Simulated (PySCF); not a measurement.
SMILES [OH+]=C1CCCCC1 (C6H11O (cation, charge +1)) at its GFN2-xTB optimised geometry (Å):

```
18

O     -2.1073    -1.4137     1.1055
C     -1.4992    -0.3028     1.2249
C     -1.0693     0.3723     0.0000
C      0.4894     0.3723     0.0000
C      1.0169     0.9890     1.2838
C      0.4979     0.2348     2.4956
C     -1.0631     0.2434     2.5083
H     -2.3375    -1.8896     1.9289
H     -1.4519    -0.1361    -0.8846
H     -1.3952     1.4137     0.0000
H      0.8446    -0.6533    -0.1055
H      0.8214     0.9353    -0.8707
H      2.1073     0.9427     1.2785
H      0.7326     2.0404     1.3434
H      0.8417     0.6945     3.4210
H      0.8516    -0.7972     2.4794
H     -1.3744     1.2846     2.6101
H     -1.4361    -0.3285     3.3603
```

Calculation: PBE0/def2-SVP in PySCF. Cells within 0.4 Å of a nucleus heavier than hydrogen are left out (blank, or x).

Map of the Laplacian of the electron density (e/bohr⁵), clipped to [-1.50, 1.50] on the plane z = 0.0 Å:

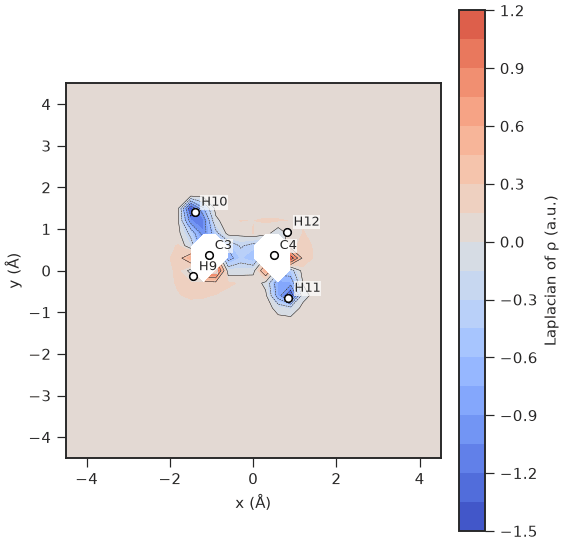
Figure. Laplacian of the electron density (e/bohr⁵), clipped to [-1.50, 1.50] on the plane z = 0.0 Å.
